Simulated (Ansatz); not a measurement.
**Single-point calculation, with input and output: WHCl3O2**

System: WHCl3O2.
Method: RKS PBE0-D4/def2-TZVPP (Ansatz 0.2.0).

The geometry comes from this level: PBE0-D4/def2-TZVP.

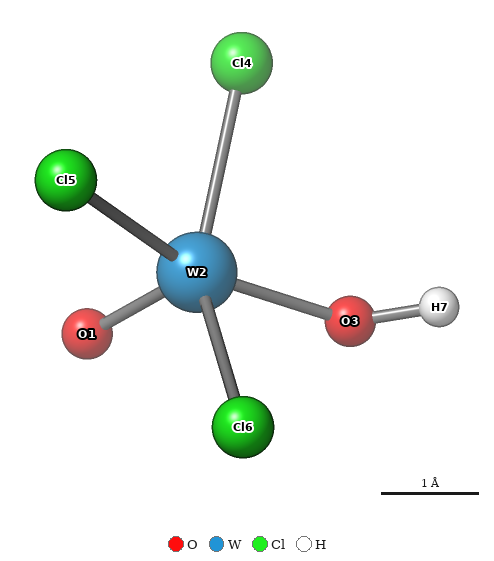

*The structure (ball-and-stick view, seen at a tilt; atoms are numbered from 1 in the order of the input). Sticks mark near contacts.*

## The input
```yaml
crystal:
  periodic: [false, false, false]
  atoms:
    - {symbol: O, position_ang: [-1.884101, -0.145167, 0.385289]}
    - {symbol: W, position_ang: [-0.313098, 0.104904, -0.127214]}
    - {symbol: O, position_ang: [0.623357, -0.906254, 1.131455]}
    - {symbol: Cl, position_ang: [0.206845, -1.527338, -1.665785]}
    - {symbol: Cl, position_ang: [-0.640389, 1.478856, -1.938243]}
    - {symbol: Cl, position_ang: [0.500169, 1.978133, 0.937745]}
    - {symbol: H, position_ang: [1.568417, -1.051035, 1.231055]}
basis:
  gaussian: {orbitals: def2-TZVPP}
hamiltonian: {xc: pbe0, dispersion: d4}
output: {orbitals: {seedname: orbitals}}
```

Launched with:
```bash
ansatz run in.yaml --threads 4 --pin off --events-out ev --progress --plain --max-ram 11315MiB
```

## Output
```
Functional definition: PBE0
  name "PBE0"
  cite "Adamo & Barone, J. Chem. Phys. 110, 6158 (1999) doi:10.1063/1.478522"
  cite "Perdew, Burke & Ernzerhof, Phys. Rev. Lett. 77, 3865 (1996) doi:10.1103/PhysRevLett.77.3865"
  parent pbe
  parameter a = 0.25
  parameter kappa = 0.804
  parameter beta = 0.06672455060314922
  exchange = (1 - a)*pbe_x(kappa = kappa, mu = beta*pi^2/3) + a*exact_x
  correlation = pbe_c(beta = beta)
1736 factors; their error is unknown
mean field evaluation 1: about -43483.2203 eV, gradient 9.0e1 eV
mean field evaluation 2: about -43280.4335 eV, gradient 3.2e2 eV
mean field evaluation 4: about -43496.0738 eV, gradient 2.1e1 eV
mean field evaluation 8: about -43496.8473 eV, gradient 3.1e-1 eV
mean field evaluation 16: about -43496.9619 eV, gradient 2.0e-4 eV
mean field -43496.96189532 eV, -1598.4838663534 hartree, gradient 4.5e-5 eV, S^2 0.000000; 0 other end points of the search recorded, 0 dependent functions left out
reference -43496.96192668 eV, -1598.4838675057 hartree; 41, 41 occupied and 217, 217 virtual orbitals, 1736 factors
Total energy: -43497.22148025 eV, -1598.4934059234 hartree
```

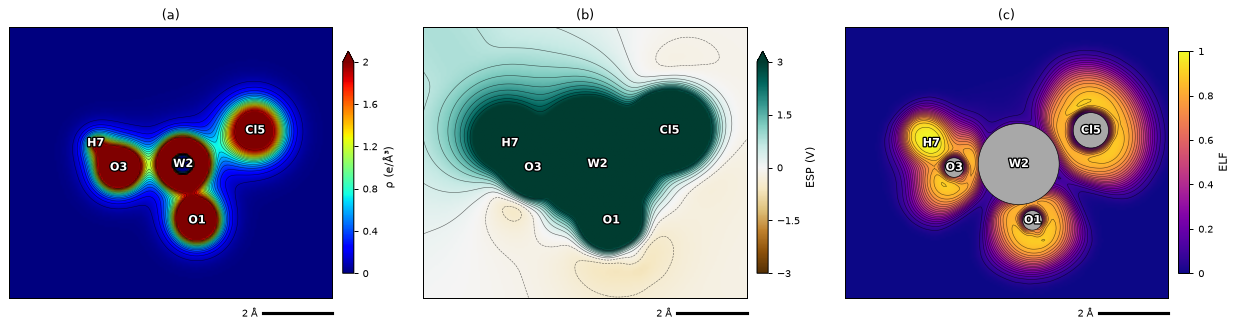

*(a) electron density; (b) molecular electrostatic potential; (c) ELF on the plane of atoms O1, W2 and Cl5. Grey discs, where drawn, cover atomic cores.*

Atoms in the plane: O, W, Cl and H. W–O (1.67 Å): ρ is about 2.1 e/Å³ halfway; the ELF peaks at about 0.80 in the valence shell of O, 0.5 Å from its nucleus, and drops to about 0.40 between the two atoms. W–Cl (2.30 Å): ρ at the midpoint is about 0.74 e/Å³; the ELF peaks at about 0.85 in the valence shell of Cl, 0.8 Å from its nucleus, and is about 0.45 at the midpoint.

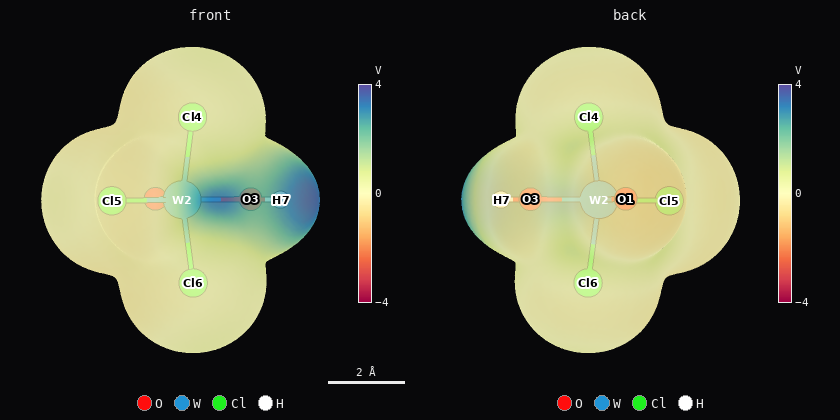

*The electrostatic potential painted on the density surface at 0.002 e/bohr³, seen at a tilt and from behind; the colour scale runs from red (negative) to blue (positive).*

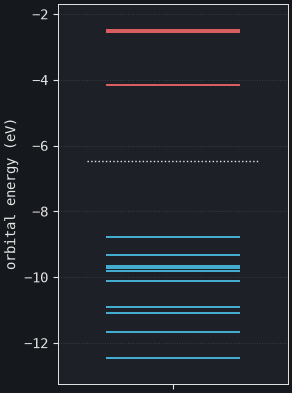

*Orbital energies near the frontier; the dotted line parts filled from empty levels, and levels within 0.02 eV of each other stand side by side.*

Highest filled −8.79 eV, lowest empty −4.15 eV, 4.64 eV apart.

## Key numbers

- outcome: converged
- total energy: −43497.2215 eV
- mean-field energy: −43496.9619 eV
- dispersion energy: −0.2596 eV
- SCF solution under orbital rotations: stable
- HOMO: −8.79 eV
- LUMO: −4.15 eV
- hardware: 4 threads of Arm Neoverse V1, 23 GiB of memory available, shared host
- wall time: 6 s (CPU time 21 s)
- peak memory: 0.92 GiB
